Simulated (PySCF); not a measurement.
**Geometry relaxation of BH₂ (charge +1)**

BH₂, charge +1, computed with BP86/def2-SVP, RKS (PySCF 2.14.0).

The atoms were displaced at random from an optimised geometry. The geometry is that of the parent species in another charge or spin state. Figures and captions count atoms from 1; the log counts them from 0 in places.

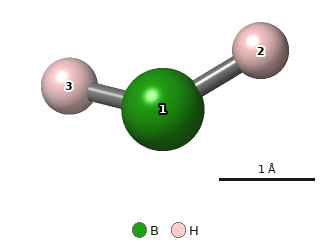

Figure 1. The structure as given in the input (ball-and-stick view, seen at a tilt; atoms are numbered from 1 in the order of the input). Bond lengths as drawn: B–H 1.16 to 1.20 Å.

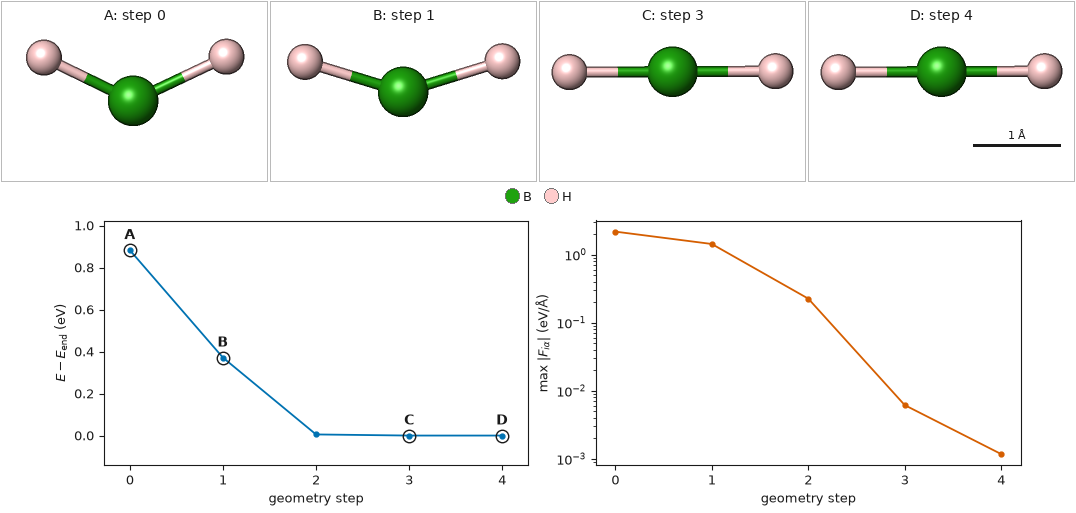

Figure 2. Frames of the relaxation (ball-and-stick view, seen at a tilt) above the curves, on which the letters mark them (steps are counted from 0).

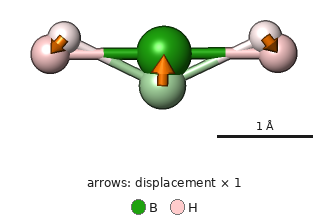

Figure 3. Start (faint) and end (solid) with the displacements as orange arrows, at true length (ball-and-stick view, seen at a tilt). The two geometries are laid on each other by the best rigid fit. The largest move after the best rigid fit is that of B1, 0.34 Å. Largest moves by element: B 0.34 Å, H 0.22 Å. Among the contacts that change: B1–H3 1.162 → 1.203 Å. Among the angles that change: H2–B1–H3 128.8° → 180.0°. Over 4 geometry steps the energy falls by 0.883 eV. Largest force component: 2.2 eV/Å at the start, 0.0012 eV/Å at the end. (Atoms are counted from 1 in the order of the input.)

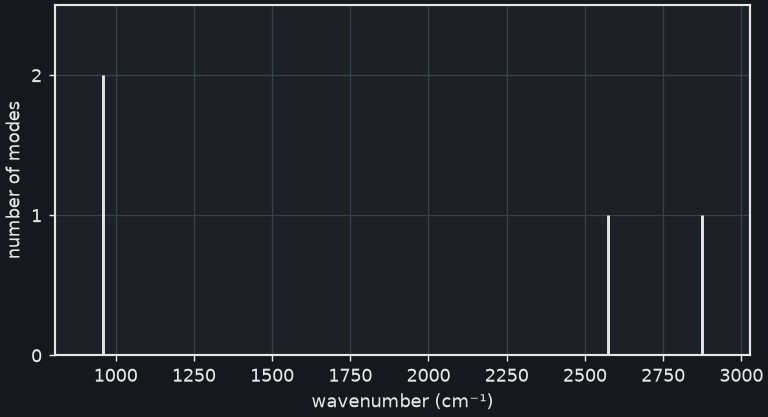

Figure 4. Harmonic vibrational wavenumbers from the force constants; neighbouring modes closer than 9 cm⁻¹ are counted in one stick. 4 modes from 958 to 2875 cm⁻¹, none imaginary.

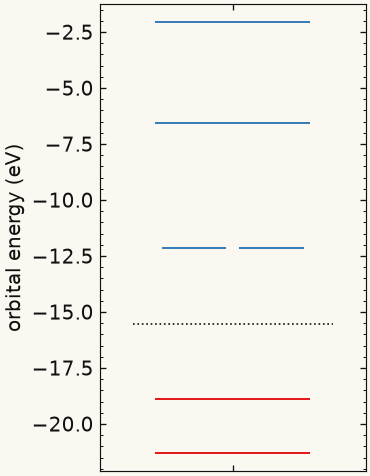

Figure 5. Orbital energies near the frontier; the dotted line parts filled from empty levels, and levels within 0.02 eV of each other stand side by side. Highest filled −18.90 eV, lowest empty −12.15 eV, 6.75 eV apart.

The input and output of the run follow.

## The input (run.py)
```python
from pyscf import gto, dft, symm
from pyscf.hessian import thermo
from pyscf.geomopt.geometric_solver import kernel as optimise

mol = gto.Mole()
mol.atom = [
    ('B', (0.268633, -0.162427, 0.140172)),
    ('H', (0.291245, 1.032185, 0.263395)),
    ('H', (-0.525100, -0.824786, -0.390041)),
]
mol.max_memory = 1860
mol.spin = 0
mol.basis = 'def2-svp'
mol.charge = 1
mol.verbose = 3
mol.build()

mf = dft.RKS(mol, xc='bp86')
mf.conv_tol = 1e-10
mf.grids.level = 4
mf = mf.newton()
converged, mol_eq = optimise(mf, maxsteps=80)
print('converged:', converged)
print(mol_eq.tostring())

mf.reset(mol_eq)
mol = mol_eq
mf.kernel()
e_tot = mf.e_tot
print('Final energy', e_tot)
hess = mf.Hessian().kernel()
modes = thermo.harmonic_analysis(mol, hess)
thermo.dump_normal_mode(mol, modes)
symm.geom.TOLERANCE = 1e-3  # for the symmetry number
th = thermo.thermo(mf, modes['freq_au'], 298.15, 101325)
thermo.dump_thermo(mol, th)
```

Run as:
```bash
OMP_NUM_THREADS=1 python run.py
```

## Output
```
[file] SyntaxWarning: invalid escape sequence '\W'
  S = {(paw_set(r)[0], bool(re.search(r"spin_orbit\W+true|paw_fr", str((r.get("files") or {}).get("input") or "")) or re.search("(?i)spin.orbit\W+(value\W+)?(true|yes)|value\W+spin-orbit", json.dumps(r.get("inputs"), default=str)))) for r in records}

#|     Arguments passed to driver run_optimizer():      |#
customengine              <pyscf.geomopt.geometric_solver.PySCFEngine object>
maxiter                   80
----------------------------------------------------------
Custom engine selected.
Bonds will be generated from interatomic distances less than 1.20 times sum of covalent radii
9 internal coordinates being used (instead of 9 Cartesians)
Internal coordinate system (atoms numbered from 1):
Distance 1-2
Distance 1-3
Angle 2-1-3
Translation-X 1-3
Translation-Y 1-3
Translation-Z 1-3
Rotation-A 1-3
Rotation-B 1-3
Rotation-C 1-3
<class 'geometric.internal.Distance'> : 2
<class 'geometric.internal.Angle'> : 1
<class 'geometric.internal.TranslationX'> : 1
<class 'geometric.internal.TranslationY'> : 1
<class 'geometric.internal.TranslationZ'> : 1
<class 'geometric.internal.RotationA'> : 1
<class 'geometric.internal.RotationB'> : 1
<class 'geometric.internal.RotationC'> : 1
> ===== Optimization Info: ====
> Job type: Energy minimization
> Maximum number of optimization cycles: 80
> Initial / maximum trust radius (Angstrom): 0.100 / 0.300
> Convergence Criteria:
> Will converge when all 5 criteria are reached:
>  |Delta-E| < 1.00e-06
>  RMS-Grad  < 3.00e-04
>  Max-Grad  < 4.50e-04
>  RMS-Disp  < 1.20e-03
>  Max-Disp  < 1.80e-03
> === End Optimization Info ===

Geometry optimization cycle 1
Cartesian coordinates (Angstrom)
 Atom        New coordinates             dX        dY        dZ
   B   0.268633  -0.162427   0.140172    0.000000  0.000000  0.000000
   H   0.291245   1.032185   0.263395   -0.000000  0.000000  0.000000
   H  -0.525100  -0.824786  -0.390041    0.000000  0.000000  0.000000

WARN: Mole.unit (angstrom) is changed to Bohr

converged SCF energy = -25.5575165899708
--------------- SecondOrderRKS_Scanner gradients ---------------
         x                y                z
0 B     0.0270363737    -0.0392631351     0.0123751002
1 H    -0.0277743906    -0.0030672569    -0.0167039516
2 H     0.0007380800     0.0423304141     0.0043289297
----------------------------------------------
cycle 1: E = -25.55751659  dE = -25.5575  norm(grad) = 0.0727784
Step    0 : Gradient = 4.202e-02/4.925e-02 (rms/max) Energy = -25.5575165900
Hessian Eigenvalues: 5.00000e-02 5.00000e-02 5.00000e-02 ... 1.60000e-01 2.45806e-01 2.76749e-01

Geometry optimization cycle 2
Cartesian coordinates (Angstrom)
 Atom        New coordinates             dX        dY        dZ
   B   0.192155  -0.102066   0.100504   -0.076478  0.060361 -0.039668
   H   0.363920   1.076760   0.310463    0.072675  0.044575  0.047068
   H  -0.521298  -0.929722  -0.397442    0.003802 -0.104936 -0.007401
converged SCF energy = -25.5763172415369
--------------- SecondOrderRKS_Scanner gradients ---------------
         x                y                z
0 B     0.0278662644    -0.0222403714     0.0144313621
1 H    -0.0170552640     0.0053210941    -0.0095947474
2 H    -0.0108111544     0.0169192583    -0.0048364455
----------------------------------------------
cycle 2: E = -25.5763172415  dE = -0.0188007  norm(grad) = 0.0481375
Step    1 : Displace = 1.027e-01/1.053e-01 (rms/max) Trust = 1.000e-01 (=) Grad = 2.779e-02/3.846e-02 (rms/max) E (change) = -25.5763172415 (-1.880e-02) Quality = 1.183
Hessian Eigenvalues: 5.00000e-02 5.00000e-02 5.00000e-02 ... 8.82287e-02 2.47401e-01 3.08200e-01

Geometry optimization cycle 3
Cartesian coordinates (Angstrom)
 Atom        New coordinates             dX        dY        dZ
   B   0.034028   0.002298   0.016600   -0.158127  0.104365 -0.083904
   H   0.461318   1.068516   0.367282    0.097397 -0.008244  0.056819
   H  -0.460555  -1.025841  -0.370368    0.060743 -0.096119  0.027074
converged SCF energy = -25.5897610249657
--------------- SecondOrderRKS_Scanner gradients ---------------
         x                y                z
0 B     0.0043929380    -0.0006563492     0.0025370010
1 H    -0.0022559416     0.0001258957    -0.0013224684
2 H    -0.0021368433     0.0005304044    -0.0012145769
----------------------------------------------
cycle 3: E = -25.589761025  dE = -0.0134438  norm(grad) = 0.0062723
Step    2 : Displace = 1.521e-01/2.072e-01 (rms/max) Trust = 1.414e-01 (+) Grad = 3.621e-03/5.115e-03 (rms/max) E (change) = -25.5897610250 (-1.344e-02) Quality = 1.106
Updating Hessian using 2 steps from history
Hessian Eigenvalues: 5.00000e-02 5.00000e-02 5.00000e-02 ... 7.78935e-02 2.47548e-01 3.08475e-01

Geometry optimization cycle 4
Cartesian coordinates (Angstrom)
 Atom        New coordinates             dX        dY        dZ
   B   0.012067   0.014698   0.004757   -0.021962  0.012400 -0.011844
   H   0.472123   1.063234   0.373192    0.010805 -0.005282  0.005910
   H  -0.449403  -1.032956  -0.364434    0.011152 -0.007116  0.005935
converged SCF energy = -25.5899563994752
--------------- SecondOrderRKS_Scanner gradients ---------------
         x                y                z
0 B     0.0000797105    -0.0000470070     0.0000428023
1 H    -0.0000821464    -0.0000729839    -0.0000554246
2 H     0.0000024406     0.0001199914     0.0000126222
----------------------------------------------
cycle 4: E = -25.5899563995  dE = -0.000195375  norm(grad) = 0.000200263
Step    3 : Displace = 1.971e-02/2.786e-02 (rms/max) Trust = 2.000e-01 (+) Grad = 1.156e-04/1.231e-04 (rms/max) E (change) = -25.5899563995 (-1.954e-04) Quality = 1.021
Hessian Eigenvalues: 5.00000e-02 5.00000e-02 5.00000e-02 ... 7.63076e-02 2.47027e-01 3.08910e-01

Geometry optimization cycle 5
Cartesian coordinates (Angstrom)
 Atom        New coordinates             dX        dY        dZ
   B   0.011596   0.014975   0.004504   -0.000471  0.000277 -0.000253
   H   0.472423   1.063277   0.373379    0.000300  0.000043  0.000187
   H  -0.449232  -1.033276  -0.364368    0.000171 -0.000319  0.000065
converged SCF energy = -25.5899565461015
--------------- SecondOrderRKS_Scanner gradients ---------------
         x                y                z
0 B    -0.0000075359    -0.0000202428    -0.0000063216
1 H    -0.0000017584    -0.0000026635    -0.0000014259
2 H     0.0000092943     0.0000229064     0.0000077475
----------------------------------------------
cycle 5: E = -25.5899565461  dE = -1.46626e-07  norm(grad) = 3.44942e-05
Step    4 : Displace = 4.559e-04/6.015e-04 (rms/max) Trust = 2.828e-01 (+) Grad = 1.992e-05/2.591e-05 (rms/max) E (change) = -25.5899565461 (-1.466e-07) Quality = 1.137
Hessian Eigenvalues: 5.00000e-02 5.00000e-02 5.00000e-02 ... 7.63076e-02 2.47027e-01 3.08910e-01
Converged! =D

converged: True
B           0.01159605        0.01497497        0.00450375
H           0.47242260        1.06327666        0.37337943
H          -0.44923231       -1.03327589       -0.36436824
converged SCF energy = -25.5899565460957
Final energy -25.589956546095728
Mode                                 0                   1                   2
Irrep
Freq [cm^-1]                      958.2254            958.2513           2574.1305
Reduced mass [au]                   1.1755              1.1755              1.0080
Force const [Dyne/A]                0.6360              0.6360              3.9352
Char temp [K]                    1378.6730           1378.7103           3703.6007
Normal mode                   x     y     z       x     y     z       x     y     z
       0   B                 0.09 -0.01 -0.08   -0.07  0.06 -0.08   -0.00 -0.00 -0.00
       1   H                -0.46  0.05  0.45    0.38 -0.31  0.42    0.27  0.61  0.22
       2   H                -0.46  0.05  0.45    0.38 -0.31  0.42   -0.27 -0.61 -0.22
Mode                                 3
Irrep
Freq [cm^-1]                     2875.4721
Reduced mass [au]                   1.1755
Force const [Dyne/A]                5.7267
Char temp [K]                    4137.1642
Normal mode                   x     y     z
       0   B                 0.05  0.11  0.04
       1   H                -0.25 -0.56 -0.20
       2   H                -0.25 -0.56 -0.20
temperature 298.1500 [K]
pressure 101325.00 [Pa]
Rotational constants [GHz] inf 173.20651 173.20651
Symmetry number 2
Zero-point energy (ZPE) 0.01678 [Eh]   44058.939 [J/mol]
                           tot       elec      trans        rot        vib
Entropy [J/mol/K]       173.809      0.000    140.567     32.316      0.926
Cv [J/mol/K]             24.351      0.000     12.472      8.314      3.565
Cp [J/mol/K]             32.666      0.000     20.786      8.314      3.565
Internal energy [J/mol]                      3718.434   2478.956  44286.275
Internal energy [Eh]   -25.57073  -25.58996
Enthalpy [J/mol]                             6197.391   2478.956  44286.275
Enthalpy [Eh]          -25.56978
Gibbs free energy [J/mol]                  -35712.666  -7155.945  44010.040
Gibbs free energy [Eh] -25.58952
```

## Trajectory as extended XYZ (Å, eV, eV/Å), 5 frames, from step=0 to step=4
```
3
Properties=species:S:1:pos:R:3:forces:R:3 step=0 energy=-695.45546
B     0.2686   -0.1624    0.1402   -1.3903   2.0190  -0.6364
H     0.2912    1.0322    0.2634    1.4282   0.1577   0.8590
H    -0.5251   -0.8248   -0.3900   -0.0380  -2.1767  -0.2226
3
Properties=species:S:1:pos:R:3:forces:R:3 step=1 energy=-695.96705
B     0.1922   -0.1021    0.1005   -1.4329   1.1436  -0.7421
H     0.3639    1.0768    0.3105    0.8770  -0.2736   0.4934
H    -0.5213   -0.9297   -0.3974    0.5559  -0.8700   0.2487
3
Properties=species:S:1:pos:R:3:forces:R:3 step=2 energy=-696.33287
B     0.0340    0.0023    0.0166   -0.2259   0.0338  -0.1305
H     0.4613    1.0685    0.3673    0.1160  -0.0065   0.0680
H    -0.4606   -1.0258   -0.3704    0.1099  -0.0273   0.0625
3
Properties=species:S:1:pos:R:3:forces:R:3 step=3 energy=-696.33819
B     0.0121    0.0147    0.0048   -0.0041   0.0024  -0.0022
H     0.4721    1.0632    0.3732    0.0042   0.0038   0.0029
H    -0.4494   -1.0330   -0.3644   -0.0001  -0.0062  -0.0006
3
Properties=species:S:1:pos:R:3:forces:R:3 step=4 energy=-696.33819
B     0.0116    0.0150    0.0045    0.0004   0.0010   0.0003
H     0.4724    1.0633    0.3734    0.0001   0.0001   0.0001
H    -0.4492   -1.0333   -0.3644   -0.0005  -0.0012  -0.0004
```

## Key numbers

```tsv
quantity	value
outcome	converged
total energy	−25.589957 hartree
basis functions	24
HOMO	−18.90 eV
LUMO	−12.15 eV
zero-point energy	0.016781 hartree
wavenumbers, lowest and highest	958 and 2875 cm⁻¹
hardware	1 thread of Arm Neoverse V1, 24 GiB of memory available, shared host
wall time	9.9 s
peak memory	0.4 GiB
```

Further notes kept with the run: dipole of an ion depends on the origin.
